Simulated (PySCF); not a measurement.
Consider C$_{6}$H$_{13}$NOSi (SMILES C=C(OC)[SiH2]/N=C/CC).

The calculation's input:

```
{"job": {"kind": "nmr", "xc": "PBE0", "basis": "pcSseg-1"}, "charge": 0, "multiplicity": 1}
C      1.917449    -0.637793    -0.130748
C      1.789899     0.633633    -0.492554
O      2.818652     1.500978    -0.735438
C      4.133540     1.017218    -0.621820
Si     0.160168     1.550007    -0.778143
N     -1.048163     0.338412    -0.647920
C     -2.090289     0.182366     0.025152
C     -2.959286    -1.023223    -0.129594
C     -3.296298    -1.645912     1.223653
H      1.031383    -1.223207     0.028635
H      2.860890    -1.138765     0.013249
H      4.786297     1.855101    -0.863113
H      4.314863     0.197235    -1.324325
H      4.343916     0.669762     0.395248
H      0.103592     2.705336     0.131638
H      0.045286     1.984704    -2.169593
H     -2.441955     0.908420     0.772904
H     -2.456077    -1.742923    -0.776043
H     -3.885343    -0.707385    -0.619406
H     -3.809095    -0.925754     1.858415
H     -2.388290    -1.967683     1.728849
H     -3.941549    -2.511141     1.093991
```

Launched as:

```sh
OMP_NUM_THREADS=1 python probes_run.py task.json out
```

Geometry: GFN2-xTB.

Method: PySCF 2.14.0, PBE0/pcSseg-1, SCF density, gas phase, non-relativistic.

**What can the converged electron density and electron localisation function tell about the bonding?**

C–C (1.33 Å): ρ is about 2.3 e/Å³ halfway; the ELF peaks at about 0.95 between the atoms: a multiple bond.
C–O (1.37 Å): ρ at the midpoint is about 2.3 e/Å³, with its minimum of 1.9 e/Å³ about 0.5 Å from C; the ELF peaks at about 0.90 between the atoms, as expected for a polar covalent bond.
Si–N (1.72 Å): ρ is about 1.1 e/Å³ halfway; the ELF peaks at about 0.90 between the atoms (a polar covalent bond).
C–Si (1.89 Å): the density is about 0.96 e/Å³ at the midpoint; the ELF peaks at about 1 between the atoms, as expected for localised, covalent bonding.

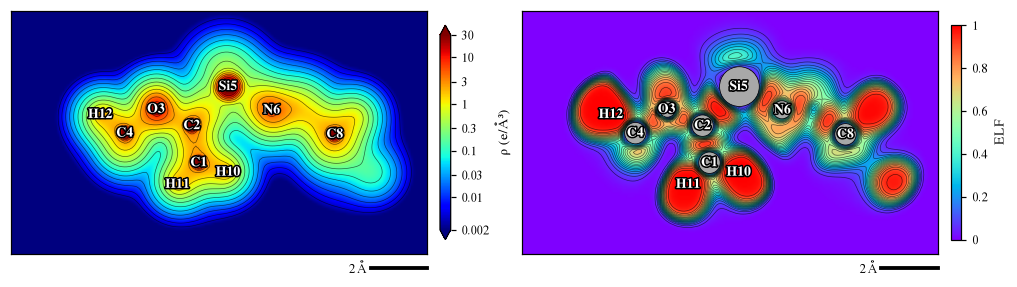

Computed electron density and electron localisation function on the plane of atoms C1, C2 and Si5, in this order. Grey discs cover the atomic cores in the ELF map. 
